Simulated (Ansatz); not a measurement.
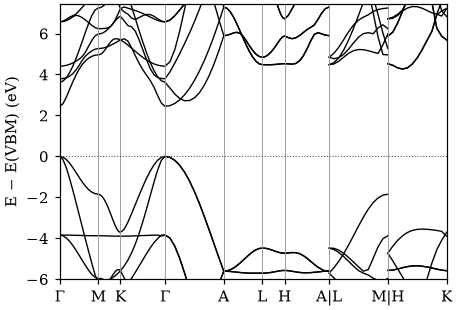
*Band structure from r²SCAN in the plane-wave PAW code Ansatz*

### Question
Read off the gap and where the band edges lie.

### Answer
About 2.4 eV (2.44 eV by a search for the band edges); maximum at Γ, minimum at Γ.

### Question
Which of these materials gives this?
A) Te2Mo, P6_3/mmc (Te on 4f, Mo on 2c)
B) C, P6_3/mmc (C on 6h)
C) ZnO, wurtzite
D) WSe2, P6_3/mmc (W on 2c, Se on 4f)

### Answer
B, C, P6_3/mmc (C on 6h)

The start of the workflow was typed in or built on a structure type. Its sites differ from those of the usual phase in this space group: another stacking or structure type. The cell was relaxed with r²SCAN under the symmetry of its start; its stability against distortions is not shown here.

Potentials: the earlier of the program's two PAW sets.
